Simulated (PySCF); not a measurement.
## Electronic structure of CH₃BN₂O₂ (SMILES O=CNBN=O) in real space

Input

```
{"job": {"kind": "nmr", "xc": "PBE0", "basis": "pcSseg-1"}, "charge": 0, "multiplicity": 1}
O      0.579306     0.530999     1.268613
C      1.226615     0.028514     0.326575
N      0.544923    -0.389057    -0.723102
B     -0.890023    -0.159258    -0.541359
N     -1.129632     0.419918     0.652664
O     -1.916397     0.867724     1.441464
H      2.309891    -0.059586     0.374270
H      1.005273    -0.802626    -1.517072
H     -1.716395    -0.430634    -1.307233
```

Command:

```sh
OMP_NUM_THREADS=1 python probes_run.py task.json out
```

Geometry: GFN2-xTB.

Method: PySCF, PBE0/pcSseg-1, SCF density, gas phase, non-relativistic.

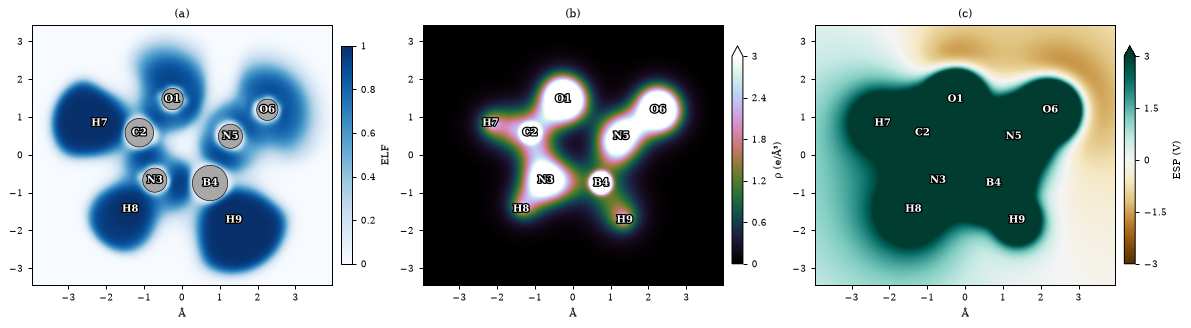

Figure 1. (a) electron localisation function; (b) total electron density; (c) molecular electrostatic potential on the molecular plane. Grey discs cover the atomic cores in the ELF map.

Interpret the plot.

Answer. The plane passes through O, C, N, B and H nuclei. N–O (1.20 Å): ρ is about 3.5 e/Å³ halfway; the ELF peaks at about 0.85 between the atoms, as expected for localised, covalent bonding. C–O (1.25 Å): ρ at the midpoint is about 3 e/Å³; the ELF peaks at about 0.85 between the atoms: a short, strongly polar bond. C–N (1.32 Å): ρ is about 2.5 e/Å³ halfway; the ELF peaks at about 0.90 between the atoms, as expected for localised, covalent bonding. B–N (1.35 Å): ρ is about 2 e/Å³ halfway; the ELF peaks at about 0.90 between the atoms (a polar covalent bond). N–H (1.01 Å): ρ at the midpoint is about 2.9 e/Å³; the ELF climbs to about 1 towards the hydrogen, as it does in any bond to H; a covalent bond by its length. The ELF also peaks beside O6 and O1, away from the bonds: lone-pair regions. Outside the dense part of the molecule the potential is most negative (−1.6 V) near O6.

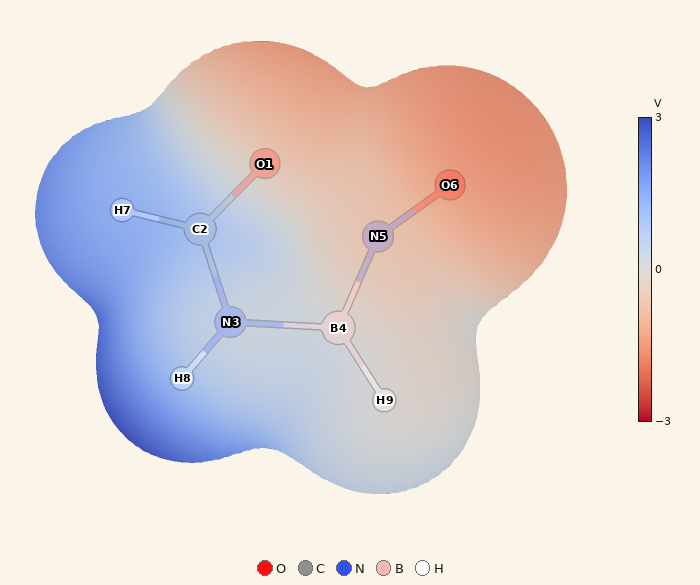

Figure 2. The electrostatic potential painted on the density surface at 0.002 e/bohr³, seen across its widest extent; red is negative and blue positive.

Describe the electrostatic potential map.

Answer. The most negative region (about −1.6 V) lies over O6, the most positive (about +2.9 V) over H8. O6 is the likeliest acceptor of a hydrogen bond.

What dipole moment does the calculation give?

Answer. Its dipole moment is 5.72 D.
